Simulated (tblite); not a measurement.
## C$_{2}$H$_{8}$OSi: geometry relaxation

- system: C$_{2}$H$_{8}$OSi (dimethylsilanol)
- method: GFN2-xTB geometry optimisation, gas phase (tblite 0.8.0)

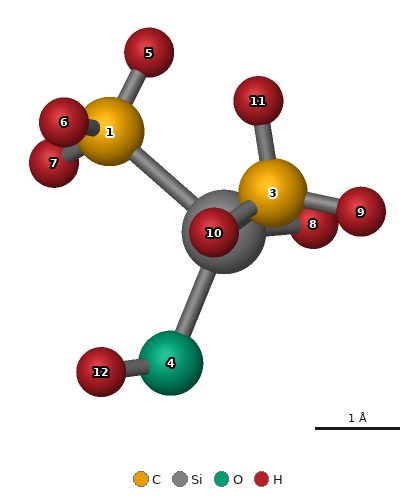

Figure 1. The structure as given in the input (ball-and-stick view, seen at a tilt; atoms are numbered from 1 in the order of the input). Bond lengths as drawn: C–H 1.09 to 1.12 Å, C–Si 1.86 to 1.91 Å, H–O 1.02 Å, H–Si 1.44 Å and O–Si 1.70 Å.

Input file:
```
{"job": {"kind": "relax", "xc": "GFN2-xTB", "basis": "xTB"}, "charge": 0, "multiplicity": 1}
C     -1.333400     0.739500     0.081000
Si    -0.065700    -0.421800    -0.624800
C      1.568100     0.197000     0.140700
O     -0.425000    -2.005100    -0.107200
H     -1.235500     1.672500    -0.468500
H     -1.036400     0.920800     1.134500
H     -2.342300     0.291200     0.032500
H     -0.007500    -0.391800    -2.061800
H      2.427900    -0.003200    -0.503700
H      1.602600    -0.230100     1.152800
H      1.433900     1.303600     0.272600
H     -0.584200    -2.073900     0.899800
```

The first line tells a small driver script what to run in tblite; the rest is the geometry in Å.

Run as:
```bash
OMP_NUM_THREADS=1 python <driver script> task.json out
```

Output:
```
step      E/eV     max force
  0    -385.70239    2.435
  1    -385.90259    0.812
  2    -385.96413    0.542
  3    -385.99429    0.614
  4    -386.02534    0.339
  5    -386.03906    0.384
  6    -386.06195    0.369
  7    -386.07850    0.377
  8    -386.09078    0.288
  9    -386.09904    0.294
 10    -386.10647    0.294
 11    -386.11326    0.260
 12    -386.11791    0.157
 13    -386.12053    0.159
 14    -386.12293    0.155
 15    -386.12604    0.235
 16    -386.12932    0.225
 17    -386.13155    0.120
 18    -386.13260    0.077
 19    -386.13328    0.076
 20    -386.13426    0.121
 21    -386.13574    0.152
 22    -386.13749    0.131
 23    -386.13891    0.081
 24    -386.13987    0.083
 25    -386.14072    0.109
 26    -386.14164    0.111
 27    -386.14232    0.072
 28    -386.14260    0.035
 29    -386.14271    0.032
 30    -386.14282    0.040
 31    -386.14306    0.057
 32    -386.14348    0.071
 33    -386.14412    0.066
 34    -386.14482    0.067
 35    -386.14543    0.064
 36    -386.14598    0.088
 37    -386.14651    0.086
 38    -386.14695    0.053
 39    -386.14722    0.042
 40    -386.14744    0.057
 41    -386.14771    0.080
 42    -386.14802    0.079
 43    -386.14828    0.050
 44    -386.14845    0.029
 45    -386.14860    0.040
 46    -386.14882    0.063
 47    -386.14914    0.071
 48    -386.14953    0.061
 49    -386.14998    0.069
 50    -386.15060    0.080
 51    -386.15153    0.146
 52    -386.15303    0.228
 53    -386.15423    0.178
 54    -386.15571    0.053
 55    -386.15602    0.052
 56    -386.15623    0.050
 57    -386.15686    0.049
 58    -386.15725    0.043
 59    -386.15758    0.055
 60    -386.15787    0.052
 61    -386.15813    0.046
 62    -386.15874    0.047
 63    -386.15904    0.024
 64    -386.15921    0.021
 65    -386.15924    0.021
 66    -386.15927    0.021
 67    -386.15934    0.025
 68    -386.15947    0.025
 69    -386.15963    0.028
 70    -386.15975    0.032
 71    -386.15984    0.028
 72    -386.15992    0.018
 73    -386.16001    0.016
 74    -386.16009    0.016
 75    -386.16015    0.022
 76    -386.16021    0.024
 77    -386.16032    0.028
 78    -386.16049    0.036
 79    -386.16071    0.056
 80    -386.16088    0.030
 81    -386.16098    0.026
 82    -386.16103    0.019
 83    -386.16106    0.017
 84    -386.16109    0.013
 85    -386.16112    0.015
 86    -386.16113    0.016
 87    -386.16115    0.012
 88    -386.16116    0.010
```

Trajectory as extended XYZ (Å, eV, eV/Å), 9 of the 89 frames kept, from step=0 to step=88:
```
12
Properties=species:S:1:pos:R:3:forces:R:3 step=0 energy=-385.70239
C    -1.3334    0.7395    0.0810   -0.3000   0.0300   0.6450
Si   -0.0657   -0.4218   -0.6248    0.4160  -1.8680   0.4470
C     1.5681    0.1970    0.1407   -0.8050   0.8160   0.0880
O    -0.4250   -2.0051   -0.1072    0.0040   1.2120   1.7730
H    -1.2355    1.6725   -0.4685   -0.5810   0.0030   0.2620
H    -1.0364    0.9208    1.1345   -0.6100   0.0950  -0.5460
H    -2.3423    0.2912    0.0325    0.4780   0.7350   0.0780
H    -0.0075   -0.3918   -2.0618   -0.0780  -0.2720  -0.4050
H     2.4279   -0.0032   -0.5037   -0.1200   0.0270   0.7200
H     1.6026   -0.2301    1.1528    0.6920   0.1210  -0.4950
H     1.4339    1.3036    0.2726    0.5440  -0.9580  -0.1610
H    -0.5842   -2.0739    0.8998    0.3590   0.0590  -2.4080
12
Properties=species:S:1:pos:R:3:forces:R:3 step=11 energy=-386.11326
C    -1.3759    0.7695    0.0945    0.0940  -0.0500  -0.0370
Si   -0.0514   -0.4299   -0.5956   -0.0530   0.2360  -0.0950
C     1.5853    0.2043    0.1566   -0.0590   0.0120  -0.0160
O    -0.3712   -1.9619   -0.1400   -0.0200  -0.0680  -0.0380
H    -1.3567    1.7231   -0.4288   -0.0320  -0.0920   0.0390
H    -1.1638    0.9767    1.1438   -0.0990   0.0230  -0.0500
H    -2.3895    0.3756    0.0325    0.1290   0.0180  -0.0450
H    -0.0473   -0.5650   -2.0584    0.0080   0.0400   0.2120
H     2.4625   -0.0300   -0.4401   -0.0810  -0.0260  -0.0030
H     1.7509   -0.2080    1.1512   -0.0020   0.0040  -0.0580
H     1.5347    1.2836    0.2599    0.1330   0.0340  -0.0030
H    -0.5753   -2.1393    0.7724   -0.0180  -0.1320   0.0950
12
Properties=species:S:1:pos:R:3:forces:R:3 step=22 energy=-386.13749
C    -1.3972    0.7829    0.1001    0.0080  -0.0020   0.0000
Si   -0.0526   -0.4025   -0.5527   -0.1280   0.0250   0.0140
C     1.6023    0.2127    0.1563    0.0240   0.0060   0.0150
O    -0.3733   -1.9497   -0.1358    0.0120  -0.0070  -0.0160
H    -1.3779    1.7299   -0.4328   -0.0280  -0.0620   0.0040
H    -1.2539    1.0143    1.1556   -0.0340  -0.0510  -0.0600
H    -2.3917    0.3565   -0.0156    0.0570   0.0570   0.0000
H    -0.0488   -0.5404   -2.0097    0.0020   0.0380   0.0810
H     2.4363   -0.0798   -0.4709    0.0590  -0.0550  -0.0140
H     1.7829   -0.1918    1.1478    0.0280  -0.0550   0.0440
H     1.6337    1.2927    0.2474   -0.0310   0.0560  -0.0520
H    -0.5576   -2.2262    0.7582    0.0310   0.0510  -0.0160
12
Properties=species:S:1:pos:R:3:forces:R:3 step=33 energy=-386.14412
C    -1.4213    0.7830    0.1036    0.0160  -0.0020  -0.0170
Si   -0.0594   -0.3866   -0.5317   -0.0330  -0.0390   0.0420
C     1.6150    0.1981    0.1594    0.0380   0.0200  -0.0080
O    -0.3701   -1.9433   -0.1393    0.0010   0.0420   0.0360
H    -1.3917    1.7285   -0.4293   -0.0140   0.0010   0.0240
H    -1.3136    1.0084    1.1632   -0.0350  -0.0360  -0.0420
H    -2.4081    0.3532   -0.0525    0.0380   0.0300   0.0370
H    -0.0563   -0.4848   -1.9868   -0.0010  -0.0050  -0.0360
H     2.4332   -0.1408   -0.4666    0.0330  -0.0460  -0.0330
H     1.8067   -0.1789    1.1602   -0.0450  -0.0150   0.0400
H     1.6772    1.2798    0.2039   -0.0160   0.0440  -0.0050
H    -0.5093   -2.2179    0.7639    0.0180   0.0060  -0.0370
12
Properties=species:S:1:pos:R:3:forces:R:3 step=44 energy=-386.14845
C    -1.4387    0.7858    0.1041    0.0100  -0.0160  -0.0020
Si   -0.0641   -0.3619   -0.5415    0.0190  -0.0170   0.0090
C     1.6229    0.1885    0.1504    0.0030   0.0070   0.0130
O    -0.3647   -1.9155   -0.1339   -0.0120  -0.0160  -0.0200
H    -1.4127    1.7542   -0.3853    0.0130  -0.0050   0.0240
H    -1.3629    0.9586    1.1751    0.0060   0.0130  -0.0050
H    -2.4155    0.3506   -0.0877   -0.0080   0.0150  -0.0020
H    -0.0726   -0.4577   -1.9984    0.0020  -0.0050   0.0020
H     2.4397   -0.2320   -0.4290   -0.0180  -0.0090  -0.0100
H     1.7581   -0.1452    1.1768   -0.0080   0.0210   0.0190
H     1.7408    1.2667    0.1412   -0.0080   0.0160  -0.0190
H    -0.4278   -2.1935    0.7760    0.0010  -0.0050  -0.0080
12
Properties=species:S:1:pos:R:3:forces:R:3 step=55 energy=-386.15602
C    -1.4385    0.7858    0.1256    0.0020  -0.0120   0.0030
Si   -0.0818   -0.3678   -0.5461    0.0390   0.0130  -0.0120
C     1.5992    0.1955    0.1455    0.0250   0.0140   0.0240
O    -0.3783   -1.9286   -0.1653    0.0070   0.0020   0.0110
H    -1.3532    1.7874   -0.2854    0.0100  -0.0320   0.0180
H    -1.3916    0.8725    1.2090    0.0010   0.0230  -0.0020
H    -2.4273    0.4135   -0.1256   -0.0050  -0.0040  -0.0200
H    -0.0589   -0.4491   -2.0039   -0.0510   0.0110   0.0000
H     2.4087   -0.3611   -0.3193   -0.0020   0.0180   0.0330
H     1.6736    0.0430    1.2210   -0.0090  -0.0030  -0.0320
H     1.7779    1.2497   -0.0414    0.0020  -0.0190  -0.0170
H    -0.3273   -2.2421    0.7337   -0.0210  -0.0100  -0.0070
12
Properties=species:S:1:pos:R:3:forces:R:3 step=66 energy=-386.15927
C    -1.4359    0.7794    0.1412    0.0020  -0.0040   0.0030
Si   -0.0828   -0.3677   -0.5478   -0.0030   0.0030  -0.0050
C     1.5972    0.2014    0.1414   -0.0030   0.0020  -0.0020
O    -0.3697   -1.9341   -0.1832    0.0120   0.0060  -0.0070
H    -1.3131    1.7949   -0.2213   -0.0030   0.0000  -0.0040
H    -1.4248    0.8222    1.2277    0.0010  -0.0080   0.0070
H    -2.4229    0.4421   -0.1616    0.0000  -0.0010   0.0010
H    -0.1084   -0.4278   -2.0066    0.0080   0.0010   0.0010
H     2.4035   -0.4314   -0.2172    0.0010  -0.0100  -0.0040
H     1.6187    0.1720    1.2285    0.0030   0.0030   0.0070
H     1.8253    1.2189   -0.1573    0.0010   0.0070  -0.0060
H    -0.2846   -2.2713    0.7042   -0.0190   0.0010   0.0090
12
Properties=species:S:1:pos:R:3:forces:R:3 step=77 energy=-386.16032
C    -1.4312    0.7700    0.1447    0.0060   0.0010   0.0080
Si   -0.0741   -0.3688   -0.5498   -0.0050   0.0080  -0.0010
C     1.6024    0.2105    0.1386    0.0090  -0.0060   0.0150
O    -0.3455   -1.9385   -0.1900   -0.0150  -0.0040  -0.0040
H    -1.3124    1.7849   -0.2212   -0.0230  -0.0060  -0.0040
H    -1.4143    0.8175    1.2311    0.0030  -0.0140   0.0050
H    -2.4184    0.4267   -0.1512    0.0060   0.0120  -0.0030
H    -0.1066   -0.4297   -2.0080    0.0180   0.0010  -0.0010
H     2.4094   -0.4222   -0.2194    0.0040   0.0050  -0.0070
H     1.6243    0.1782    1.2265    0.0020   0.0190  -0.0210
H     1.8276    1.2292   -0.1609   -0.0010  -0.0170   0.0070
H    -0.3587   -2.2593    0.7075   -0.0040   0.0000   0.0080
12
Properties=species:S:1:pos:R:3:forces:R:3 step=88 energy=-386.16116
C    -1.4329    0.7601    0.1546    0.0000   0.0010  -0.0040
Si   -0.0692   -0.3640   -0.5510    0.0010   0.0000   0.0000
C     1.6095    0.2156    0.1327   -0.0060  -0.0030   0.0070
O    -0.3473   -1.9344   -0.1975    0.0000   0.0010   0.0060
H    -1.3175    1.7839   -0.1859    0.0000   0.0020   0.0010
H    -1.4255    0.7787    1.2421    0.0020  -0.0010   0.0010
H    -2.4163    0.4218   -0.1586   -0.0020  -0.0020   0.0000
H    -0.0892   -0.4189   -2.0098   -0.0010   0.0010   0.0000
H     2.4080   -0.4498   -0.1820    0.0060  -0.0040  -0.0050
H     1.6189    0.2440    1.2200    0.0000   0.0020   0.0020
H     1.8586    1.2118   -0.2176   -0.0010   0.0030  -0.0020
H    -0.3947   -2.2503    0.7009   -0.0010   0.0000  -0.0040
```

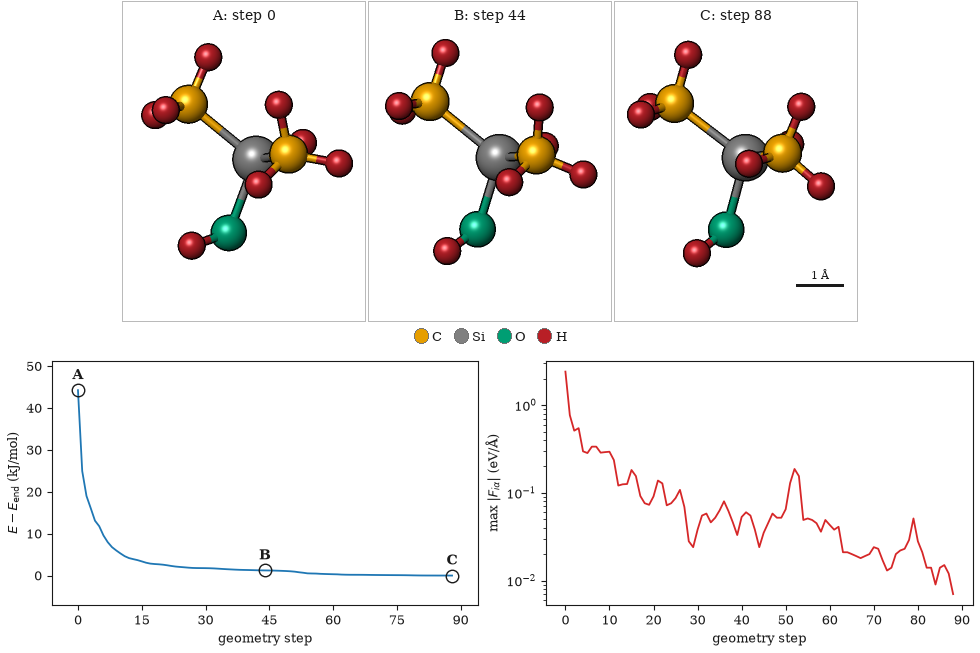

Figure 2. Frames of the relaxation (ball-and-stick view, seen at a tilt) above the curves, on which the letters mark them (steps are counted from 0).

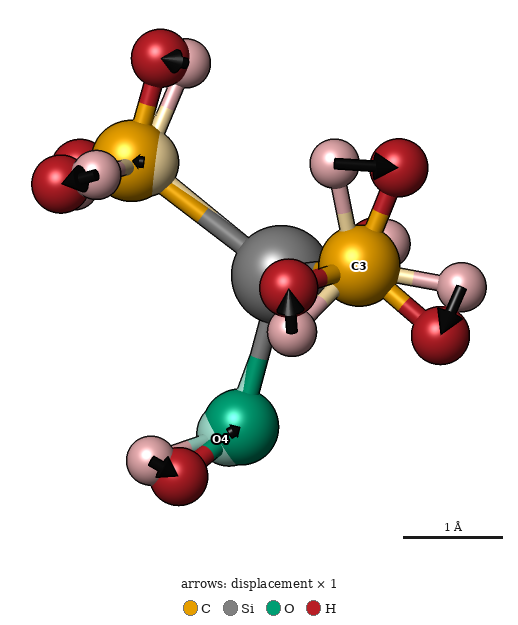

Figure 3. Start (faint) and end (solid) with the displacements as black arrows, at true length (ball-and-stick view, seen at a tilt). The two geometries are laid on each other by the best rigid fit. The energy falls by 44.3 kJ/mol in 88 geometry steps. Largest force component: 2.4 eV/Å at the start, 0.007 eV/Å at the end. The atom that moves furthest after the best rigid fit is H11 (0.66 Å). By element the largest moves are H 0.66 Å, O 0.14 Å, C 0.13 Å, Si 0.09 Å. Distances before and after: Si2–O4 1.704 → 1.634 Å, O4–H12 1.022 → 0.953 Å, C1–Si2 1.858 → 1.903 Å, C3–H11 1.122 → 1.085 Å. Among the angles that change: H9–C3–H10 116.6° → 107.4°, O4–Si2–H8 109.3° → 100.2°, Si2–O4–H12 113.3° → 122.1°. (Atoms are counted from 1 in the order of the input.)

Summary:

```json
{"quantity": "outcome", "value": "converged"}
{"quantity": "total energy", "value": "−386.1612 eV"}
{"quantity": "hardware", "value": "1 CPU thread, shared host"}
{"quantity": "peak memory", "value": "0.19 GiB"}
```
